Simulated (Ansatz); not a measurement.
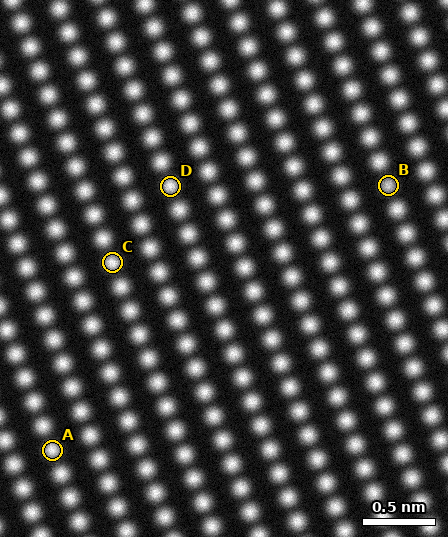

Z-contrast image of Tb (P6_3/mmc, No. 194) along [210]. The image is simulated as a sum over atoms of Z^1.6, blurred by a 0.85 Å probe (no channelling). The display is stretched by a gamma of 0.65; percentages refer to the linear signal. Shot noise was added.

The sample is 4 repeats (25.1 Å) thick. One point defect was put into the perfect crystal, without relaxing the atoms around it. Brightness is counted from the darkest point of the image. Host structure: the input geometry of an electronic-structure calculation (not necessarily at equilibrium).

> Which ringed column holds the defect, and does it scatter more or less than its equals?

B; it scatters less. The column holds 4 atoms (Tb) through the sample, and one Tb atom is missing, so its peak drops to about 75 % of that of its equals.
